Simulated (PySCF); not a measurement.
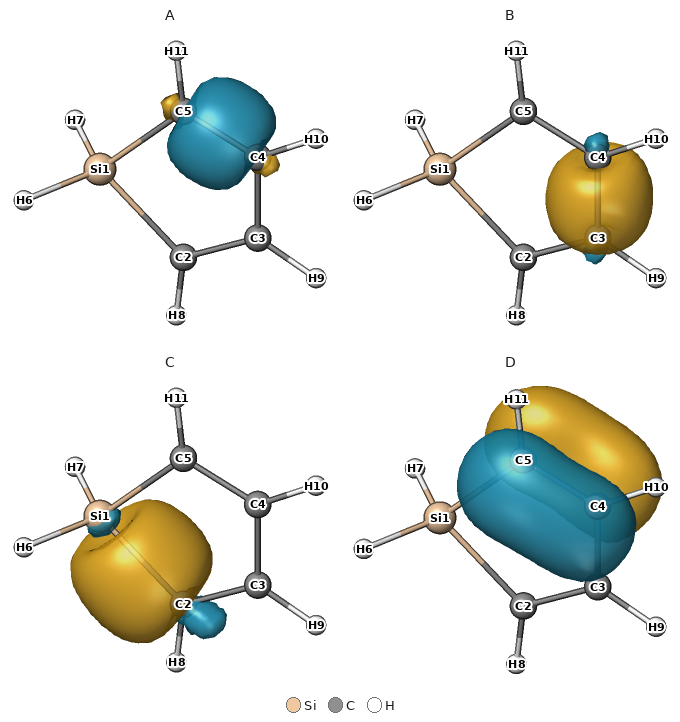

Figure. C₄H₆Si, SMILES `[SiH2]1C=CC=C1`. Pipek–Mezey orbitals, occupied; each surface holds about 80 % of the orbital's density. Energies are diagonal elements of the Fock matrix.

Method: B3LYP/6-311+G**; geometry: GFN2-xTB; program: PySCF. No frequency check shows the geometry to be a minimum.

Cartesian coordinates (Å):

```
Si1      1.2407   -0.0000    0.0001
C2      -0.1078    1.3197   -0.0003
C3      -1.3081    0.7284    0.0001
C4      -1.3082   -0.7282   -0.0000
C5      -0.1080   -1.3197    0.0001
H6       2.0555    0.0009    1.2156
H7       2.0552   -0.0013   -1.2165
H8       0.0062    2.3909   -0.0004
H9      -2.2499    1.2606    0.0006
H10     -2.2501   -1.2603   -0.0003
H11      0.0058   -2.3910    0.0001
```

> What does each orbital represent in a Lewis picture?

By panel:
- A: σ bond C4–C5 (C4 50 %, C5 49 %; −16.9 eV)
- B: σ bond C3–C4 (C3 50 %, C4 50 %; −15.5 eV)
- C: σ bond C2–Si1 (C2 61 %, Si1 38 %; −11.9 eV)
- D: π bond C5–C4 (C5 49 %, C4 47 %; −7.9 eV)

> Which has the smallest and which the largest spatial spread?

Smallest: A (0.76 Å); largest: D (1.29 Å).

> How do all the valence pairs divide up?

13 pairs: 11 σ bonds and 2 two-centre π bonds.
